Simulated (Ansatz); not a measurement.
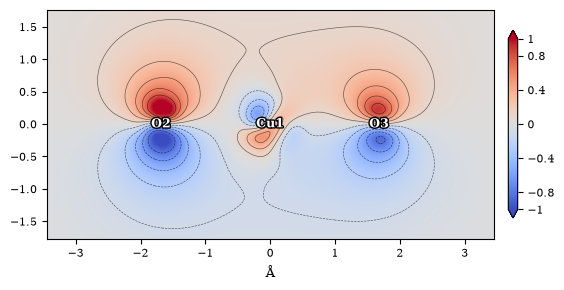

*CuO2 (charge −1, triplet). The HOMO (β) on a plane that holds the molecular axis (values in Å⁻³ᐟ²; the overall sign is arbitrary).*

Geometry: r2SCAN-D4/def2-TZVPD.

Level of theory: UKS PBE0-D4/def2-TZVPD in Ansatz.

```xyz
3

Cu    0.0004   -0.0004    0.0014
O     1.1989   -0.9906   -0.6393
O    -1.1993    0.9910    0.6378
```

**Where does this orbital lie, and at what energy?**

Its weight (Hirshfeld) is mainly on O2 (about 45 %), O3 (about 30 %) and Cu1 (about 20 %). It is one of a degenerate set, so its orientation is arbitrary. Its energy is −1.43 eV.
